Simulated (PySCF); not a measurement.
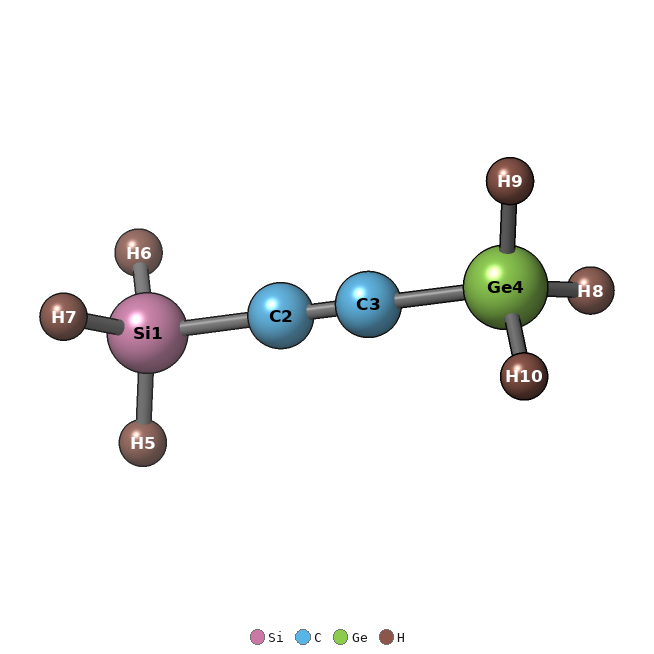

Computed geometry: GFN2-xTB optimisation. No frequency run is at hand to confirm it as a minimum. Properties computed with delta-SCF UKS SCAN, pcX-2 on the ionised atom, pcseg-1 elsewhere, spin-free X2C (PySCF 2.14.0).

Give the core-electron binding energies (to vacuum; p and d levels without spin–orbit splitting) of Si1 1s, Si1 2p, C2 1s, C3 1s.

| atom | level | binding energy (eV) |
| --- | --- | --- |
| Si1 | 1s | 1846.9 |
| Si1 | 2p | 107.3 |
| C2 | 1s | 289.7 |
| C3 | 1s | 289.9 |

The geometry is semi-empirical. Around Ge, Si such bond lengths and angles can be off by a tenth of an ångström or more and by several degrees, and values that hang on the shape move with them.
